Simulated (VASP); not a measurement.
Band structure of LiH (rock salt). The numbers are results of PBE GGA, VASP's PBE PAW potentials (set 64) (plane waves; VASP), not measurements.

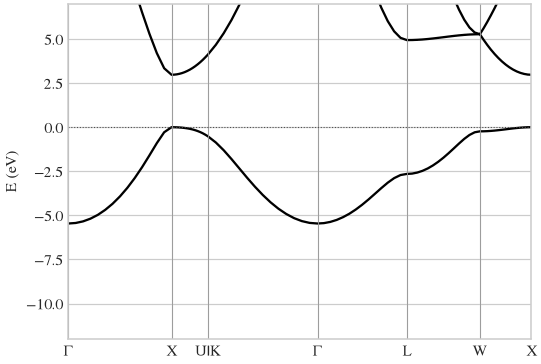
Figure: Bands along high-symmetry lines, zero at the valence-band maximum or, without a gap, the Fermi level

Read the plot: is there a gap, and where are the band edges?

The gap is direct, 2.97 eV, from the valence maximum at X to the conduction minimum at X. (Edges off the drawn lines would not show.)

The compound is LiH in the rock salt structure. It was relaxed first, which changed the volume by -6 %.
